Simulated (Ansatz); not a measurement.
**Frequency calculation, with input and output: C2H9B**

C2H9B, computed with RKS B3LYP-D4/6-31G* (Ansatz 0.2.0).

It belongs to a series of runs on one base structure; here: vibrations at the highest image of the band. Figures and captions count atoms from 1; the log counts them from 0 in places.

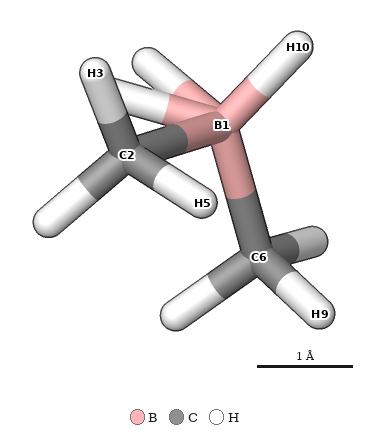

The input geometry (stick view, seen at a tilt; atoms are numbered from 1 in the order of the input). Bond lengths as drawn: B–C 1.60 to 1.78 Å, B–H 1.20 to 1.29 Å and C–H 1.09 to 1.10 Å.

**Input file**
```yaml
crystal:
  periodic: [false, false, false]
  atoms:
    - { symbol: B, position_ang: [-0.086172, -0.225015, 0.106954] }
    - { symbol: C, position_ang: [0.106258, -0.155673, 1.874639] }
    - { symbol: H, position_ang: [-0.789931, -0.275449, 2.491675] }
    - { symbol: H, position_ang: [0.926223, -0.745627, 2.298052] }
    - { symbol: H, position_ang: [0.399056, 0.896115, 1.915031] }
    - { symbol: C, position_ang: [1.331548, -0.020961, -0.598345] }
    - { symbol: H, position_ang: [2.091841, -0.735123, -0.255853] }
    - { symbol: H, position_ang: [1.261287, -0.117784, -1.688141] }
    - { symbol: H, position_ang: [1.721576, 0.985096, -0.392246] }
    - { symbol: H, position_ang: [-1.055499, 0.432216, -0.136826] }
    - { symbol: H, position_ang: [-0.491342, -1.429186, -0.123153] }
    - { symbol: H, position_ang: [-0.290546, -1.18071, 0.900312] }
basis:
  gaussian: { orbitals: "6-31G*" }
hamiltonian:
  xc: b3lyp
  dispersion: d4
phonons: {}
```

Machine: 1 thread of AMD EPYC (Zen 5), 32 GiB of memory available, shared host.

Command:
```bash
ansatz run input.yaml --threads 1 --pin off --max-ram 2048MiB --backend cpu --events-out ev --progress --plain --runs-dir out
```

**What the program printed**
```
Engine: ansatz 0.2.0, x86_64-unknown-linux-gnu
Functional definition: B3LYP
  parameter a0 = 0.2
  parameter ax = 0.72
  parameter ac = 0.81
  exchange = (1 - a0 - ax)*slater_x + ax*b88_x + a0*exact_x
  correlation = (1 - ac)*vwn_rpa_c + ac*lyp_c
803 factors; integrals over basis functions are off by at most 4.2e-4 eV
mean field evaluation 1: about -2889.0215 eV, gradient 5.2e1 eV
mean field evaluation 2: about -2885.8578 eV, gradient 6.1e1 eV
mean field evaluation 4: about -2895.7174 eV, gradient 1.7e0 eV
mean field evaluation 8: about -2895.7183 eV, gradient 1.2e-2 eV
mean field -2895.71829496 eV, -106.4156845516 hartree, gradient 2.3e-5 eV, S^2 0.000000; 0 other end points of the search recorded, 0 dependent functions left out
the calculation of the forces begins
reference -2895.71848834 eV, -106.4156916580 hartree; 13, 13 occupied and 50, 50 virtual orbitals, 803 factors
these checks for a lower state are left out or cut short: stability, starts, cluster_reference, orbital_swaps, neighbouring_geometries, increment
803 factors; integrals over basis functions are off by at most 4.2e-4 eV
mean field evaluation 16: about -2895.7181 eV, gradient 1.0e-1 eV
mean field -2895.71813914 eV, -106.4156788253 hartree, gradient 2.3e-6 eV, S^2 0.000000; 0 other end points of the search recorded, 0 dependent functions left out
[... from here on the field's lines of each further geometry are left out, up to the last ...]
the calculation of the forces begins
reference -2895.71847707 eV, -106.4156912439 hartree; 13, 13 occupied and 50, 50 virtual orbitals, 803 factors
these checks for a lower state are left out or cut short: stability, starts, cluster_reference, orbital_swaps, neighbouring_geometries, increment
803 factors; integrals over basis functions are off by at most 4.2e-4 eV
mean field evaluation 416: about -2895.7183 eV, gradient 2.0e-6 eV
mean field -2895.71825763 eV, -106.4156831794 hartree, gradient 2.0e-6 eV, S^2 0.000000; 0 other end points of the search recorded, 0 dependent functions left out
the calculation of the forces begins
reference -2895.71845100 eV, -106.4156902857 hartree; 13, 13 occupied and 50, 50 virtual orbitals, 803 factors
WARN: phonons: modes at or below zero, which the zero-point energy, F, S and C_V leave out: 1, the lowest at -1148.93 cm⁻¹. A minimum has none, and a first-order saddle one
Total energy: -2895.97530593 eV, -106.4251295305 hartree
Atom 0 at    -0.086172    -0.225015     0.106954 Å, force    -0.005494     0.002431     0.005556 eV/Å
Atom 1 at     0.106258    -0.155673     1.874639 Å, force    -0.007950    -0.002938    -0.007017 eV/Å
Atom 2 at    -0.789931    -0.275449     2.491675 Å, force     0.000753     0.001251    -0.000906 eV/Å
Atom 3 at     0.926223    -0.745627     2.298052 Å, force     0.000053    -0.000155     0.002605 eV/Å
Atom 4 at     0.399056     0.896115     1.915031 Å, force     0.003987    -0.000685     0.000236 eV/Å
Atom 5 at     1.331548    -0.020961    -0.598345 Å, force    -0.005543    -0.001159     0.001992 eV/Å
Atom 6 at     2.091841    -0.735123    -0.255853 Å, force     0.001935    -0.000101    -0.001761 eV/Å
Atom 7 at     1.261287    -0.117784    -1.688141 Å, force     0.001402     0.000269    -0.000509 eV/Å
Atom 8 at     1.721576     0.985096    -0.392246 Å, force     0.002133     0.000198     0.000012 eV/Å
Atom 9 at    -1.055499     0.432216    -0.136826 Å, force     0.000906    -0.000572    -0.000147 eV/Å
Atom 10 at    -0.491342    -1.429186    -0.123153 Å, force    -0.000456    -0.002621    -0.003103 eV/Å
Atom 11 at    -0.290546    -1.180710     0.900312 Å, force     0.008272     0.004083     0.003043 eV/Å
Dipole moment:     0.015473    -0.163496     0.286561 e Å
Vibrations: -1148.93 178.17 211.97 288.38 591.88 670.00 748.04 859.20 905.31 1002.13 1017.92 1081.30 1138.08 1178.70 1252.29 1345.99 1386.20 1503.78 1514.58 1522.88 1529.32 2180.94 2442.71 2641.92 3030.02 3060.44 3085.97 3102.37 3138.85 3150.71 cm⁻¹, zero-point energy 2.836759 eV
```

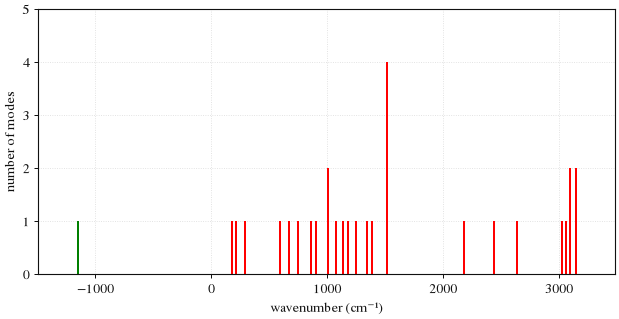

Harmonic vibrational wavenumbers from the force constants; neighbouring modes closer than 20 cm⁻¹ are counted in one stick, and imaginary ones are drawn at negative wavenumbers. 30 modes from 1149i to 3151 cm⁻¹, 1 imaginary beyond 8i (1149i cm⁻¹): a first-order saddle point, if the geometry is stationary.

**Summary**

```tsv
quantity	value
outcome	converged
total energy	−2895.9753 eV
mean-field energy	−2895.7185 eV
largest force (length of the vector)	0.011 eV/Å
wall time	51 s
peak memory	0.14 GiB
```
